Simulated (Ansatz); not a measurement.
A series of calculations on SiNH₅

## 1. Relaxation

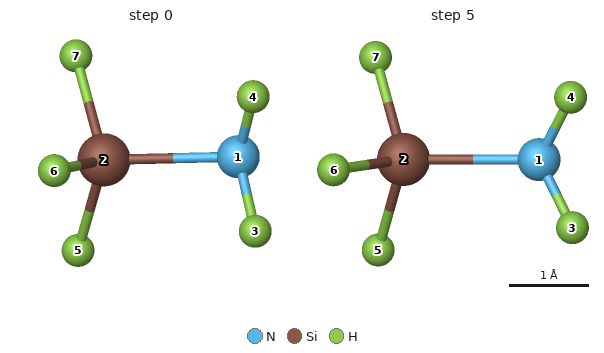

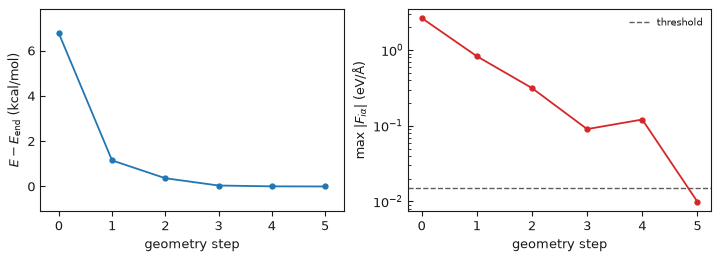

First and last geometry of a relaxation of SiNH5, with the history of the run. Style: ball-and-stick. Shown at a tilt.

The run prepares an end point of a later path (torsion) calculation, from a guessed geometry.

Theory: RKS PBE/def2-SVP in Ansatz. Set-up: no spin polarisation; force threshold 0.015 eV/Å; at most 40 steps.

Question: What do the curves and the structures tell?

Answer: It converged. After 5 geometry steps the energy has fallen by 6.77 kcal/mol. Largest force component: 2.7 eV/Å at the start, 0.0099 eV/Å at the end. The atom that moves furthest after the best rigid fit is H6 (0.30 Å). By element the largest moves are H 0.30 Å, N 0.08 Å, Si 0.06 Å. Some distances before and after: N1–H3 1.087 → 1.024 Å, Si2–H6 1.482 → 1.516 Å, N1–H4 0.995 → 1.024 Å, Si2–H5 1.487 → 1.504 Å. Bond angles that change, for instance: Si2–N1–H3 103.9° → 117.5°, Si2–N1–H4 107.2° → 117.6°, N1–Si2–H6 107.1° → 117.3°. The run took roughly 8 core-seconds on a shared host.

## 2. Relaxation

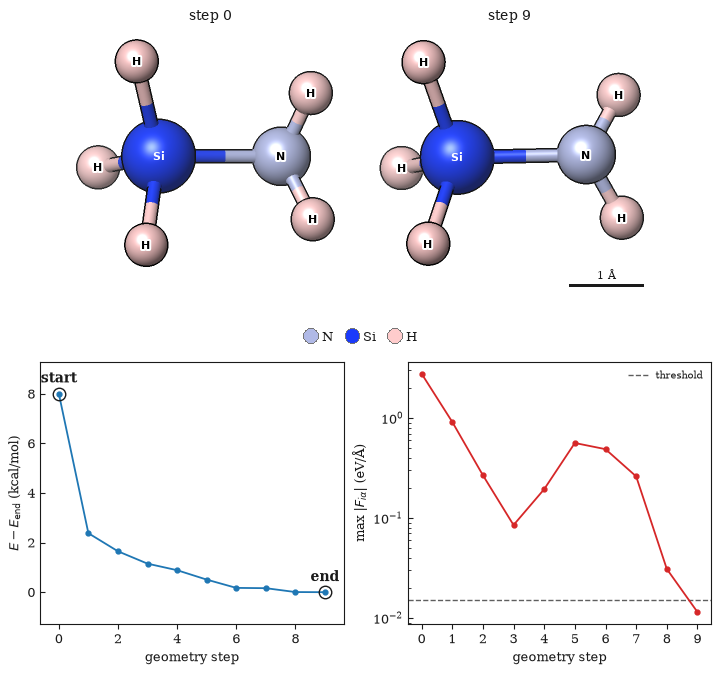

First and last geometry of a relaxation of SiNH5, with the history of the run. A ball-and-stick model, seen face on.

The run prepares an end point of a later path (torsion) calculation, from a guessed geometry.

These are results of Ansatz 0.2.0, RKS PBE/def2-SVP, not measurements.

Input file:
```yaml
crystal:
  periodic: [false, false, false]
  atoms:
    - { symbol: "N", position_ang: [-0.0191, -1.1153, -0.1074] }
    - { symbol: Si, position_ang: [0.1445, 0.608, -0.1519] }
    - { symbol: H, position_ang: [-1.0939, -1.2741, -0.0765] }
    - { symbol: H, position_ang: [0.4206, -1.4305, 0.7277] }
    - { symbol: H, position_ang: [0.91143, 1.04905, 1.04279] }
    - { symbol: H, position_ang: [0.85808, 0.94647, -1.40573] }
    - { symbol: H, position_ang: [-1.26045, 1.15519, -0.1792] }
basis:
  gaussian: { orbitals: def2-SVP }
hamiltonian:
  xc: pbe
relax:
  f_tol: 0.015
  max_steps: 40
output:
  orbitals: {}
```

Command:
```bash
ansatz run input.yaml --threads 1 --pin off --max-ram 2048MiB --backend cpu --events-out ev --progress --plain --runs-dir out
```

Did the run converge, and what did it change?

It converged. The energy falls by 8.01 kcal/mol in 9 geometry steps. The largest force component goes from 2.8 to 0.011 eV/Å. The largest move after the best rigid fit is that of N1, 0.50 Å. By element the largest moves are N 0.50 Å, H 0.36 Å, Si 0.08 Å. Near-neighbour distances that change, for instance: N1–H3 1.087 → 1.024 Å, Si2–H6 1.482 → 1.516 Å, N1–H4 0.995 → 1.024 Å, Si2–H5 1.487 → 1.504 Å. Among the angles between lasting bonds that change: Si2–N1–H3 103.9° → 117.6°, Si2–N1–H4 107.2° → 117.6°, N1–Si2–H6 107.1° → 117.3°. The run took about 14 core-seconds on a shared host.

## 3. Path

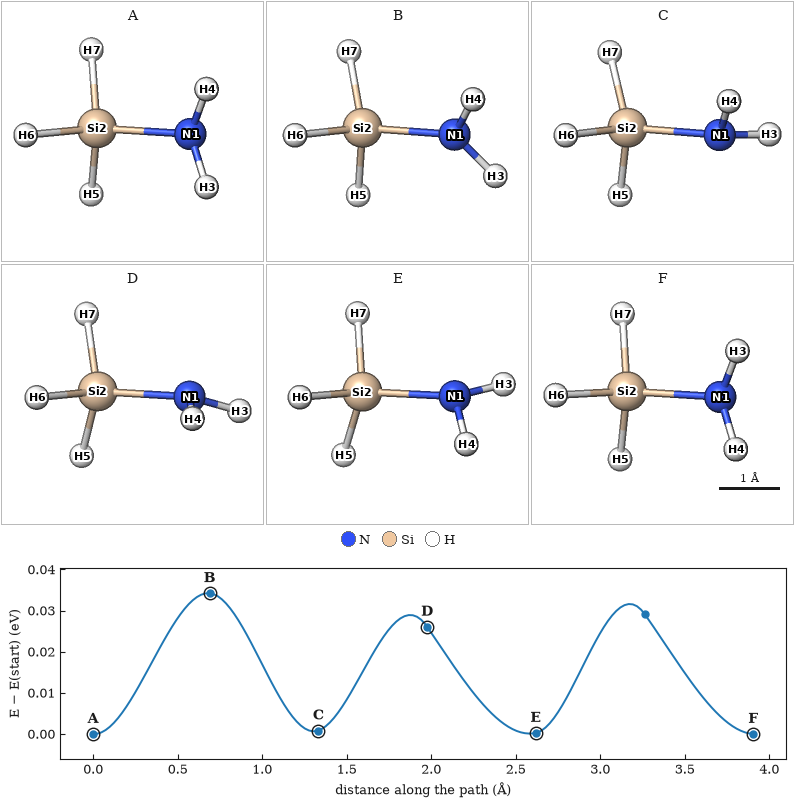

A nudged-elastic-band calculation for SiNH5. Images are numbered from 0 (start) to 6 (end). Frames A to F are images 0, 1, 2, 3, 4, 6. The picture is a ball-and-stick view, seen at a tilt.

All numbers below come from Ansatz, RKS PBE/def2-SVP.

Input
```yaml
crystal:
  periodic: [false, false, false]
  atoms:
    - { symbol: "N", position_ang: [-0.080867, -1.101984, -0.055622] }
    - { symbol: Si, position_ang: [0.12895, 0.633879, -0.096321] }
    - { symbol: H, position_ang: [-1.034171, -1.465853, -0.144505] }
    - { symbol: H, position_ang: [0.412653, -1.622013, 0.676036] }
    - { symbol: H, position_ang: [-0.534116, 1.144025, -1.346578] }
    - { symbol: H, position_ang: [-0.437575, 1.430573, 1.062301] }
    - { symbol: H, position_ang: [1.606427, 0.913372, -0.14101] }
basis:
  gaussian: { orbitals: def2-SVP }
hamiltonian:
  xc: pbe
neb:
  order_check: false
  images: 5
  f_tol: 0.05
  max_iterations: 60
  initial_path: idpp
  final_atoms:
    - { symbol: "N", position_ang: [-0.08190952, -1.10122414, -0.05543331] }
    - { symbol: Si, position_ang: [0.12882341, 0.63377715, -0.09643345] }
    - { symbol: H, position_ang: [0.41483497, -1.62281946, 0.67220233] }
    - { symbol: H, position_ang: [-1.03482637, -1.46581129, -0.14100794] }
    - { symbol: H, position_ang: [-0.53593709, 1.14444773, -1.34562035] }
    - { symbol: H, position_ang: [-0.43612987, 1.43111567, 1.06252102] }
    - { symbol: H, position_ang: [1.60644546, 0.91251334, -0.14192731] }
```

Command:
```bash
ansatz run input.yaml --threads 1 --pin off --max-ram 2048MiB --backend cpu --events-out ev --progress --plain --runs-dir out
```

Describe the mechanism and the energy profile.

The barrier is about 0.034 eV in both directions, with image 1 at the top; the ends have the same energy. The profile has 3 maxima (images 1, 3, 5) with a dip at image 2, 4 (0.001 eV, 0.000 eV), so the process runs in steps. The path has more than one stage, and so few images may leave a stage unresolved. No bond forms or breaks between the ends. Bond angles that change up to the highest image, for instance: Si2–N1–H4 117.6° → 124.2°, N1–Si2–H7 107.6° → 114.1°. The band converged in 15 iterations. The largest component of the band force went from 1.1 to 0.039 eV/Å. The climbing image converged on the top of the path. Its vibrational analysis gives one imaginary mode (300i cm⁻¹), as a transition state must have.
